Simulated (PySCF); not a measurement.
# C6H10OSi (SMILES C[SiH2]c1ccc(C)o1): what the fields show

Input

```
{"job": {"kind": "uv", "xc": "CAM-B3LYP", "basis": "def2-SVPD", "nstates": 8, "ntriplets": 3}, "charge": 0, "multiplicity": 1}
C     -2.702068    -1.283613     0.357588
Si    -2.127503     0.130646    -0.771134
C     -0.372168     0.595744    -0.311772
C      0.240667     1.785007    -0.026971
C      1.597698     1.496239     0.239096
C      1.732495     0.144872     0.098684
C      2.910517    -0.750335     0.253698
O      0.547865    -0.401913    -0.233550
H     -3.706397    -1.608139     0.101148
H     -2.044143    -2.144264     0.272318
H     -2.709365    -0.979881     1.401179
H     -2.176576    -0.304911    -2.174065
H     -2.957761     1.326107    -0.586890
H     -0.229904     2.746965    -0.009987
H      2.369406     2.191955     0.500939
H      3.123563    -1.267195    -0.681898
H      3.778807    -0.166358     0.544138
H      2.716108    -1.504610     1.015823
```

Launched as:

```sh
OMP_NUM_THREADS=1 python probes_run.py task.json out
```

Geometry: GFN2-xTB.

All numbers below come from CAM-B3LYP/def2-SVPD, SCF density, gas phase in PySCF.

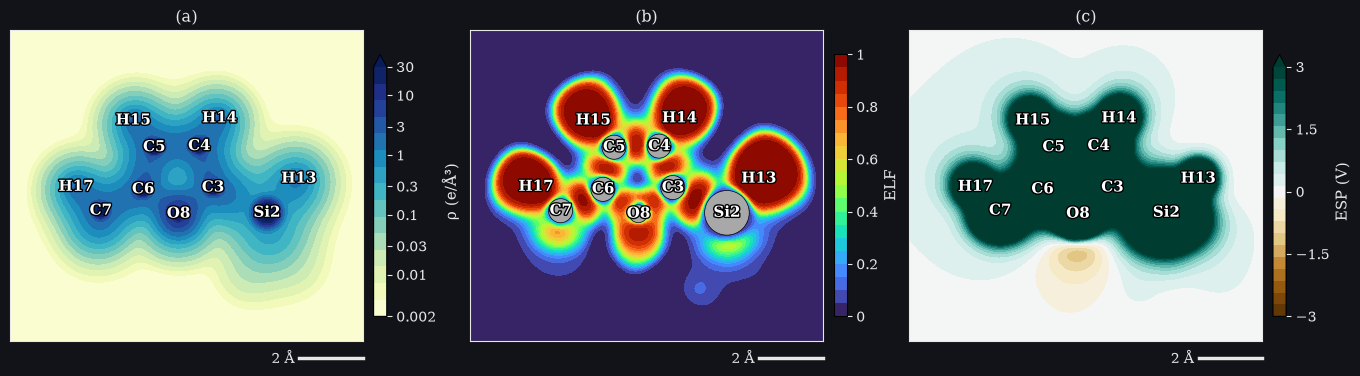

Figure 1. (a) electron density; (b) electron localisation function; (c) molecular electrostatic potential on the plane of atoms C4, C3 and O8. Grey discs cover the atomic cores in the ELF map.

Describe what can be read from this map.

The section cuts through Si, C, O and H sites.
C–O (1.35 Å): ρ at the midpoint is about 2.4 e/Å³; the ELF peaks at about 0.90 between the atoms; a shared but strongly polarised pair.
C–C (1.37 Å): ρ is about 2.2 e/Å³ halfway; the ELF peaks at about 0.95 between the atoms (localised, covalent bonding).
C–Si (1.87 Å): ρ at the midpoint is about 0.97 e/Å³; the ELF peaks at about 1 between the atoms: a shared electron pair.
C–H (1.07 Å): ρ at the midpoint is about 2 e/Å³; the ELF climbs to about 1 towards the hydrogen, as it does in any bond to H; a covalent bond by its length.
C–C (1.41 Å): the density is about 2 e/Å³ at the midpoint; the ELF peaks at about 0.95 between the atoms, as expected for a covalent bond.
The ELF also peaks beside O8, away from the bonds: lone-pair regions.
Outside the dense part of the molecule the potential is most negative (−1.2 V) near O8.

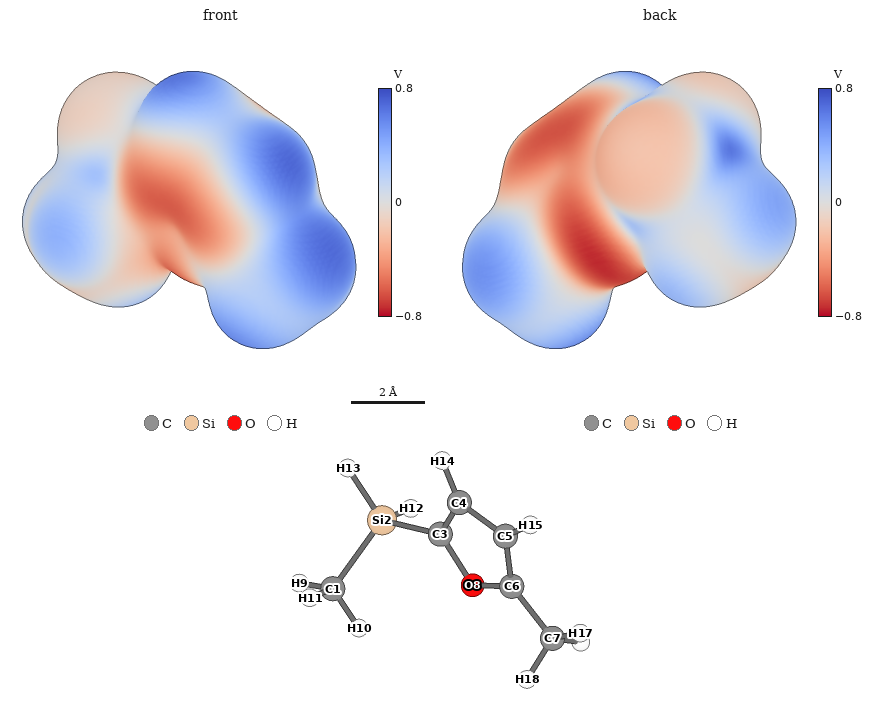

Figure 2. The electrostatic potential painted on the density surface at 0.001 e/bohr³, seen from the front and from behind; the colour scale runs from red (negative) to blue (positive). The bare structure is drawn below in the same view.

Describe the electrostatic potential map.

The most negative region (about −0.7 V) lies over O8, the most positive (about +0.7 V) over H15 and H17.

What dipole moment does the calculation give?

Its dipole moment is 1.00 D.
